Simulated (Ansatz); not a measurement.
## Geometry relaxation, with input and output: CH₆OS₂Si (part 1 of 2)

System: CH₆OS₂Si, SMILES OCS[SiH2]S.
Method: RKS B3LYP-D4/STO-3G (Ansatz 0.2.0).

It belongs to a series of runs on one base structure; here: start relaxed.

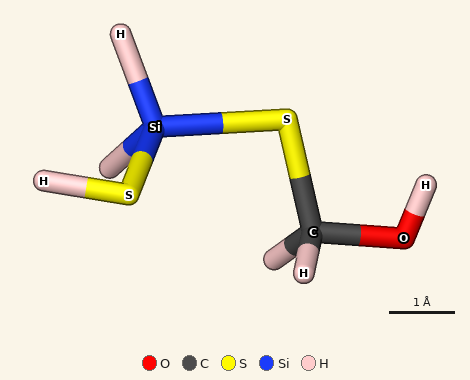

Figure 1. The structure as given in the input (stick view, seen at a tilt). Bond lengths as drawn: C–H 1.09 to 1.11 Å, C–O 1.45 Å, C–S 1.81 Å, H–O 0.92 Å, H–S 1.32 Å, H–Si 1.50 to 1.53 Å and S–Si 2.07 to 2.11 Å.

Results in brief:

```json
{"quantity": "outcome", "value": "converged"}
{"quantity": "total energy", "value": "−32358.3713 eV"}
{"quantity": "mean-field energy", "value": "−32357.8807 eV"}
{"quantity": "largest force (length of the vector) at the end", "value": "0.017 eV/Å"}
{"quantity": "hardware", "value": "1 thread of AMD EPYC (Zen 3), 10 GiB of memory available, shared host"}
{"quantity": "wall time", "value": "68 s"}
{"quantity": "peak memory", "value": "0.17 GiB"}
```

Input:
```yaml
crystal:
  periodic: [false, false, false]
  atoms:
    - { symbol: O, position_ang: [1.7827, 0.6634, 2.2105] }
    - { symbol: C, position_ang: [0.9658, 0.6661, 1.0081] }
    - { symbol: S, position_ang: [-0.1308, -0.7743, 1.043] }
    - { symbol: Si, position_ang: [-1.1902, -0.5255, -0.7216] }
    - { symbol: S, position_ang: [0.017, -0.7568, -2.4329] }
    - { symbol: H, position_ang: [1.6409, -0.1712, 2.5683] }
    - { symbol: H, position_ang: [1.6856, 0.6202, 0.1655] }
    - { symbol: H, position_ang: [0.4269, 1.6103, 0.9403] }
    - { symbol: H, position_ang: [-2.3165, -1.5566, -0.7314] }
    - { symbol: H, position_ang: [-1.8576, 0.8215, -0.7093] }
    - { symbol: H, position_ang: [-0.9584, -0.6541, -3.3199] }
basis:
  gaussian: { orbitals: STO-3G }
hamiltonian:
  xc: b3lyp
  dispersion: d4
relax:
  f_tol: 0.02
  max_steps: 40
output:
  orbitals: {}
```

Command:
```bash
ansatz run input.yaml --threads 1 --pin off --max-ram 2048MiB --backend cpu --events-out ev --progress --plain --runs-dir out
```

What the program printed:
```
The last accepted step is kept in [file] (removed where the run ends without a failure and the disk answers)
Engine: ansatz 0.2.0, x86_64-unknown-linux-gnu
Functional definition: B3LYP
  parameter a0 = 0.2
  parameter ax = 0.72
  parameter ac = 0.81
  exchange = (1 - a0 - ax)*slater_x + ax*b88_x + a0*exact_x
  correlation = (1 - ac)*vwn_rpa_c + ac*lyp_c
580 factors; integrals over basis functions are off by at most 1.0e-5 eV
mean field evaluation 1: about -32354.7345 eV, gradient 2.6e1 eV
mean field evaluation 2: about -32354.7949 eV, gradient 2.7e1 eV
mean field evaluation 4: about -32357.0888 eV, gradient 7.3e-1 eV
mean field evaluation 8: about -32357.0703 eV, gradient 6.2e-3 eV
mean field -32357.07032459 eV, -1189.1004020187 hartree, gradient 6.5e-5 eV, S^2 0.000000; 0 other end points of the search recorded, 0 dependent functions left out
the calculation of the forces begins
reference -32357.07052814 eV, -1189.1004094992 hartree; 33, 33 occupied and 10, 10 virtual orbitals, 580 factors
relax step   1: F+E_penalty+E_count = -32357.54783704 eV  Δ(F+E_penalty+E_count) = +0.000e0 eV  max|allowed force component| = 6.802e0 eV/Å  Δτ_max = 0.0000 Å  (21 SCF iters, accepted)
these checks for a lower state are left out or cut short: starts, cluster_reference, orbital_swaps, neighbouring_geometries, increment
580 factors; integrals over basis functions are off by at most 2.7e-5 eV
mean field evaluation 16: about -32357.6116 eV, gradient 2.4e-1 eV
mean field -32357.61202133 eV, -1189.1203090069 hartree, gradient 9.2e-6 eV, S^2 0.000000; 0 other end points of the search recorded, 0 dependent functions left out
[... from here on the field's lines of each further geometry are left out, up to the last ...]
relax step   2: F+E_penalty+E_count = -32358.08932886 eV  Δ(F+E_penalty+E_count) = -5.415e-1 eV  max|allowed force component| = 8.582e-1 eV/Å  Δτ_max = 0.1737 Å  (24 SCF iters, accepted)
relax step   3: F+E_penalty+E_count = -32358.15015305 eV  Δ(F+E_penalty+E_count) = -6.082e-2 eV  max|allowed force component| = 7.462e-1 eV/Å  Δτ_max = 0.1950 Å  (24 SCF iters, accepted)
relax step   4: F+E_penalty+E_count = -32358.24249621 eV  Δ(F+E_penalty+E_count) = -9.234e-2 eV  max|allowed force component| = 6.989e-1 eV/Å  Δτ_max = 0.2000 Å  (29 SCF iters, accepted)
relax step   5: F+E_penalty+E_count = -32358.25473565 eV  Δ(F+E_penalty+E_count) = -1.224e-2 eV  max|allowed force component| = 6.634e-1 eV/Å  Δτ_max = 0.1176 Å  (25 SCF iters, accepted)
relax step   6: F+E_penalty+E_count = -32358.29649555 eV  Δ(F+E_penalty+E_count) = -4.176e-2 eV  max|allowed force component| = 3.227e-1 eV/Å  Δτ_max = 0.2000 Å  (24 SCF iters, accepted)
relax step   7: F+E_penalty+E_count = -32358.30958998 eV  Δ(F+E_penalty+E_count) = -1.309e-2 eV  max|allowed force component| = 7.914e-2 eV/Å  Δτ_max = 0.1967 Å  (24 SCF iters, accepted)
relax step   8: F+E_penalty+E_count = -32358.31960199 eV  Δ(F+E_penalty+E_count) = -1.001e-2 eV  max|allowed force component| = 9.942e-2 eV/Å  Δτ_max = 0.1574 Å  (25 SCF iters, accepted)
relax step   9: F+E_penalty+E_count = -32358.31093897 eV  Δ(F+E_penalty+E_count) = +8.663e-3 eV  max|allowed force component| = 6.602e-1 eV/Å  Δτ_max = 0.1951 Å  (24 SCF iters, rejected (line search))
relax step  10: F+E_penalty+E_count = -32358.32568174 eV  Δ(F+E_penalty+E_count) = -6.080e-3 eV  max|allowed force component| = 6.929e-2 eV/Å  Δτ_max = 0.0975 Å  (23 SCF iters, accepted)
relax step  11: F+E_penalty+E_count = -32358.33034073 eV  Δ(F+E_penalty+E_count) = -4.659e-3 eV  max|allowed force component| = 1.357e-1 eV/Å  Δτ_max = 0.0995 Å  (23 SCF iters, accepted)
relax step  12: F+E_penalty+E_count = -32358.33363670 eV  Δ(F+E_penalty+E_count) = -3.296e-3 eV  max|allowed force component| = 3.549e-1 eV/Å  Δτ_max = 0.1493 Å  (24 SCF iters, accepted)
relax step  13: F+E_penalty+E_count = -32358.33227513 eV  Δ(F+E_penalty+E_count) = +1.362e-3 eV  max|allowed force component| = 6.980e-1 eV/Å  Δτ_max = 0.1931 Å  (25 SCF iters, rejected (line search))
relax step  14: F+E_penalty+E_count = -32358.34304747 eV  Δ(F+E_penalty+E_count) = -9.411e-3 eV  max|allowed force component| = 1.941e-1 eV/Å  Δτ_max = 0.0965 Å  (24 SCF iters, accepted)
relax step  15: F+E_penalty+E_count = -32358.34931388 eV  Δ(F+E_penalty+E_count) = -6.266e-3 eV  max|allowed force component| = 1.036e-1 eV/Å  Δτ_max = 0.0973 Å  (23 SCF iters, accepted)
relax step  16: F+E_penalty+E_count = -32358.35560459 eV  Δ(F+E_penalty+E_count) = -6.291e-3 eV  max|allowed force component| = 2.861e-1 eV/Å  Δτ_max = 0.1498 Å  (24 SCF iters, accepted)
relax step  17: F+E_penalty+E_count = -32358.36028332 eV  Δ(F+E_penalty+E_count) = -4.679e-3 eV  max|allowed force component| = 3.379e-1 eV/Å  Δτ_max = 0.1685 Å  (24 SCF iters, accepted)
relax step  18: F+E_penalty+E_count = -32358.36578952 eV  Δ(F+E_penalty+E_count) = -5.506e-3 eV  max|allowed force component| = 1.689e-1 eV/Å  Δτ_max = 0.0392 Å  (25 SCF iters, accepted)
relax step  19: F+E_penalty+E_count = -32358.36824734 eV  Δ(F+E_penalty+E_count) = -2.458e-3 eV  max|allowed force component| = 1.171e-1 eV/Å  Δτ_max = 0.0930 Å  (24 SCF iters, accepted)
relax step  20: F+E_penalty+E_count = -32358.37069217 eV  Δ(F+E_penalty+E_count) = -2.445e-3 eV  max|allowed force component| = 3.581e-2 eV/Å  Δτ_max = 0.0714 Å  (24 SCF iters, accepted)
relax step  21: F+E_penalty+E_count = -32358.37093031 eV  Δ(F+E_penalty+E_count) = -2.381e-4 eV  max|allowed force component| = 4.824e-2 eV/Å  Δτ_max = 0.0135 Å  (25 SCF iters, accepted)
relax step  22: F+E_penalty+E_count = -32358.37056709 eV  Δ(F+E_penalty+E_count) = +3.632e-4 eV  max|allowed force component| = 6.077e-2 eV/Å  Δτ_max = 0.0355 Å  (24 SCF iters, rejected (line search))
the calculation of the forces begins
reference -32357.88074431 eV, -1189.1301843942 hartree; 33, 33 occupied and 10, 10 virtual orbitals, 583 factors
relax step  23: F+E_penalty+E_count = -32358.37115222 eV  Δ(F+E_penalty+E_count) = -2.219e-4 eV  max|allowed force component| = 1.511e-2 eV/Å  Δτ_max = 0.0173 Å  (25 SCF iters, accepted)
```

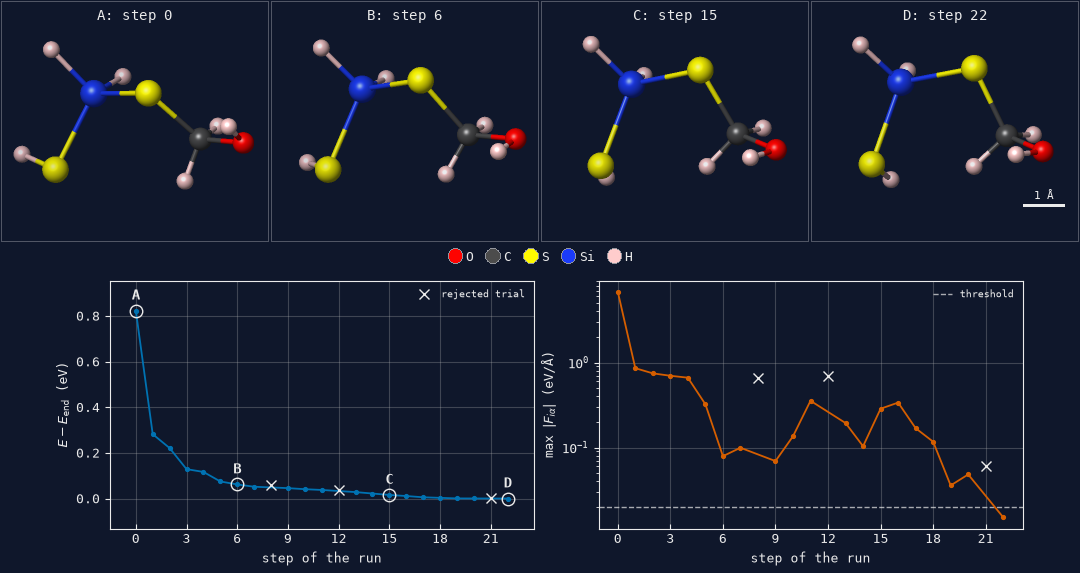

Figure 2. Frames of the relaxation (ball-and-stick view, seen at a tilt) above the curves, on which the letters mark them (the first geometry is step 0 here and step 1 in the log).

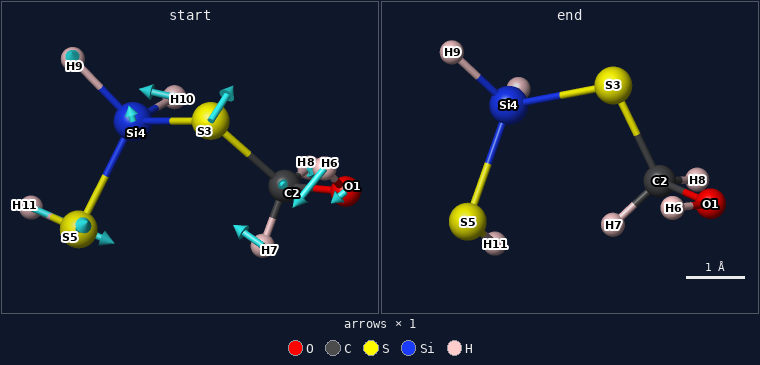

Figure 3. Before (left) and after (right) the relaxation, at one scale (ball-and-stick view, seen at a tilt). The teal arrows give the displacements, at true length. Over 22 geometry steps the energy falls by 0.823 eV. The largest force component goes from 6.8 to 0.015 eV/Å. The line search rejected the trial steps at points 8, 12, 21 (counted from 0) and went back. H11 moves most after the best rigid fit: 1.59 Å. By element the largest moves are H 1.59 Å, S 0.86 Å, O 0.34 Å, Si 0.29 Å, C 0.18 Å. Distances before and after: O1–H6 0.919 → 1.029 Å, Si4–H9 1.527 → 1.447 Å, S3–Si4 2.073 → 2.142 Å, Si4–H10 1.503 → 1.451 Å. Among the angles that change: O1–C2–H7 105.3° → 111.9°, O1–C2–H8 109.3° → 105.2°, S3–C2–H7 112.0° → 108.2°. (Atoms are counted from 1 in the order of the input.)

```
583 factors; integrals over basis functions are off by at most 1.5e-5 eV
mean field -32357.88054884 eV, -1189.1301772107 hartree, gradient 2.4e-5 eV, S^2 0.000000; 1 other end points of the search recorded, 0 dependent functions left out
the calculation of the forces begins
reference -32357.88074431 eV, -1189.1301843942 hartree; 33, 33 occupied and 10, 10 virtual orbitals, 583 factors
Total energy: -32358.37134770 eV, -1189.1482137360 hartree
Atom 0 at     1.860753     0.557452     1.916048 Å, force     0.007647    -0.002418     0.009162 eV/Å
Atom 1 at     0.794903     0.701219     0.930192 Å, force    -0.010946    -0.004774     0.007605 eV/Å
Atom 2 at    -0.716320    -0.294717     1.364570 Å, force     0.012466     0.006469    -0.002340 eV/Å
Atom 3 at    -1.421115    -0.661375    -0.624385 Å, force     0.000530    -0.007209    -0.000070 eV/Å
Atom 4 at     0.172837    -0.973581    -2.020360 Å, force     0.000330     0.014328    -0.001886 eV/Å
Atom 5 at     2.082308    -0.444279     1.841589 Å, force     0.002632    -0.002901     0.005649 eV/Å
Atom 6 at     1.129573     0.398565    -0.094408 Å, force    -0.006514    -0.003158    -0.015108 eV/Å
Atom 7 at     0.560442     1.786985     0.912138 Å, force    -0.000812     0.008855    -0.002099 eV/Å
Atom 8 at    -2.251950    -1.843923    -0.560015 Å, force    -0.003691    -0.005579     0.000199 eV/Å
Atom 9 at    -2.238500     0.433421    -1.112356 Å, force    -0.003792     0.006258    -0.003663 eV/Å
Atom 10 at     0.092470     0.283233    -2.532413 Å, force     0.002149    -0.009872     0.002551 eV/Å
Dipole moment:    -0.120608    -0.027212    -0.304514 e Å
```

Trajectory as extended XYZ (Å, eV, eV/Å), 23 frames, from step=1 to step=23:
```
11
Properties=species:S:1:pos:R:3:forces:R:3 step=1 energy=-32357.54784
O     1.7827    0.6634    2.2105    1.2622   6.8021  -1.8859
C     0.9658    0.6661    1.0081    1.1842  -0.5664   0.0199
S    -0.1308   -0.7743    1.0430   -0.0482  -1.0229   1.0122
Si   -1.1902   -0.5255   -0.7216   -3.0117   0.2405  -0.6851
S     0.0170   -0.7568   -2.4329    1.7180  -0.1953   0.2280
H     1.6409   -0.1712    2.5683   -1.0570  -6.4453   2.6751
H     1.6856    0.6202    0.1655   -0.1809   0.0349  -0.6749
H     0.4269    1.6103    0.9403   -0.5097   0.8791  -0.0539
H    -2.3165   -1.5566   -0.7314    1.2366   1.0810   0.1200
H    -1.8576    0.8215   -0.7093    0.5078  -0.9512  -0.0840
H    -0.9584   -0.6541   -3.3199   -1.1012   0.1436  -0.6714
11
Properties=species:S:1:pos:R:3:forces:R:3 step=2 energy=-32358.08933
O     1.7666    0.7440    2.2310    0.0530   0.7543  -0.1631
C     0.9706    0.6250    1.0011    0.1331   0.1820  -0.0649
S    -0.1276   -0.8407    1.0648   -0.3908  -0.1362  -0.1466
Si   -1.2014   -0.5144   -0.7601    0.4118  -0.0819   0.6473
S     0.0963   -0.7537   -2.4535   -0.8582   0.0911   0.0358
H     1.6793   -0.1807    2.6374    0.0467  -0.6543   0.1842
H     1.6398    0.5832    0.1046    0.0453  -0.0916   0.0407
H     0.3759    1.5598    0.8951   -0.0024   0.1127   0.0316
H    -2.2647   -1.4962   -0.7151   -0.0296  -0.0193  -0.1978
H    -1.8208    0.8039   -0.7974    0.0808  -0.0967   0.0391
H    -1.0486   -0.5872   -3.1874    0.5102  -0.0602  -0.4064
11
Properties=species:S:1:pos:R:3:forces:R:3 step=3 energy=-32358.15015
O     1.7702    0.7779    2.2471   -0.1700  -0.2332   0.1175
C     0.9696    0.6276    1.0200    0.0516   0.2867  -0.0870
S    -0.1492   -0.8333    1.1188   -0.2055  -0.0585  -0.2554
Si   -1.2164   -0.5257   -0.7111    0.1165  -0.0007  -0.2224
S     0.0278   -0.7564   -2.4486   -0.2692   0.0131  -0.4742
H     1.7393   -0.1787    2.6395    0.1730   0.2453  -0.1767
H     1.6333    0.5557    0.1188   -0.0036  -0.1047   0.1078
H     0.3819    1.5700    0.8954    0.0882  -0.0591   0.0436
H    -2.2790   -1.4990   -0.7294   -0.1839  -0.1111   0.0631
H    -1.8184    0.7914   -0.7554   -0.0601   0.0771   0.1376
H    -0.9936   -0.5865   -3.3744    0.4631  -0.0550   0.7462
11
Properties=species:S:1:pos:R:3:forces:R:3 step=4 energy=-32358.24250
O     1.6268    0.8192    2.2822    0.1149  -0.4102   0.3553
C     0.9413    0.6081    1.0033    0.2956  -0.0826   0.0684
S    -0.2148   -0.8355    1.1107   -0.1010  -0.0421  -0.0533
Si   -1.2424   -0.5265   -0.7273    0.0044  -0.0787   0.1043
S     0.0706   -0.7360   -2.4142    0.0073  -0.0001   0.2097
H     1.9211   -0.1454    2.5631   -0.2029   0.6989  -0.4907
H     1.6825    0.4476    0.1729   -0.1887   0.0112   0.0873
H     0.3971    1.5603    0.7873    0.1318  -0.1722   0.0605
H    -2.3071   -1.5117   -0.7554    0.0171   0.0407  -0.0579
H    -1.8610    0.7880   -0.7209    0.0105  -0.0029  -0.0864
H    -0.9487   -0.5250   -3.2810   -0.0891   0.0381  -0.1971
11
Properties=species:S:1:pos:R:3:forces:R:3 step=5 energy=-32358.25474
O     1.5921    0.8443    2.3312    0.2655  -0.6317   0.0690
C     0.9774    0.5965    1.0412   -0.6634   0.3034  -0.5485
S    -0.2461   -0.8083    1.1131   -0.0880  -0.2784   0.1956
Si   -1.2808   -0.5458   -0.7322    0.1611   0.2200   0.0201
S     0.0533   -0.7389   -2.4015    0.0308  -0.0316   0.1074
H     2.0042   -0.0878    2.5030    0.1372   0.3136   0.2733
H     1.7183    0.3985    0.2273    0.0912   0.0212   0.0989
H     0.4467    1.5385    0.7904    0.0395   0.0837  -0.1378
H    -2.3389   -1.5368   -0.7883    0.0605  -0.0093   0.0807
H    -1.9199    0.7598   -0.7777    0.0161  -0.0262  -0.0174
H    -0.9409   -0.4770   -3.2859   -0.0505   0.0352  -0.1413
11
Properties=species:S:1:pos:R:3:forces:R:3 step=6 energy=-32358.29650
O     1.6274    0.7938    2.2839   -0.1716  -0.0197  -0.3227
C     0.8826    0.5940    1.0357    0.1256  -0.0707   0.1416
S    -0.3180   -0.8298    1.1777    0.0357   0.0923  -0.0276
Si   -1.2711   -0.5343   -0.7019   -0.1148   0.0205   0.0011
S     0.1233   -0.7840   -2.3077   -0.0004  -0.0167  -0.1092
H     2.1363   -0.0971    2.3531    0.0707   0.0027   0.0531
H     1.5661    0.4261    0.1650   -0.0278  -0.0432   0.0777
H     0.3423    1.5437    0.8398   -0.0262   0.0612   0.1032
H    -2.3596   -1.4888   -0.7889    0.0268   0.0029   0.0163
H    -1.8584    0.7938   -0.7801    0.0186  -0.0306   0.0116
H    -0.8055   -0.4743   -3.2559    0.0633   0.0015   0.0550
11
Properties=species:S:1:pos:R:3:forces:R:3 step=7 energy=-32358.30959
O     1.6684    0.7684    2.2421    0.0172   0.0494   0.0602
C     0.8639    0.6057    1.0391   -0.0121  -0.0043   0.0098
S    -0.3951   -0.7582    1.2220    0.0268   0.0042   0.0000
Si   -1.2946   -0.5638   -0.6966    0.0196  -0.0231  -0.0419
S     0.1297   -0.8646   -2.2741    0.0136  -0.0387   0.0683
H     2.1781   -0.1227    2.2792    0.0292  -0.0455   0.0015
H     1.4981    0.4134    0.1411   -0.0068  -0.0365  -0.0791
H     0.3614    1.5837    0.8858   -0.0438   0.0436   0.0006
H    -2.3585   -1.5480   -0.7367   -0.0170   0.0355  -0.0141
H    -1.8909    0.7483   -0.8749   -0.0337  -0.0137   0.0278
H    -0.6951   -0.3192   -3.2064    0.0070   0.0290  -0.0330
11
Properties=species:S:1:pos:R:3:forces:R:3 step=8 energy=-32358.31960
O     1.7109    0.7450    2.1919    0.0665  -0.0016   0.0926
C     0.8331    0.6195    1.0376   -0.0273   0.0227  -0.0465
S    -0.4274   -0.7372    1.2507   -0.0603  -0.0173  -0.0428
Si   -1.3092   -0.5823   -0.6865    0.0732   0.0380   0.0467
S     0.1537   -0.9355   -2.2205   -0.0994   0.0316   0.0313
H     2.2137   -0.1525    2.1850   -0.0321   0.0050  -0.0405
H     1.4035    0.4435    0.0934    0.0082  -0.0034  -0.0437
H     0.3317    1.6074    0.9450   -0.0120  -0.0060  -0.0062
H    -2.3914   -1.5451   -0.7230    0.0073  -0.0198  -0.0047
H    -1.8915    0.7328   -0.8968    0.0238  -0.0388  -0.0067
H    -0.5617   -0.2526   -3.1562    0.0521  -0.0104   0.0204
```
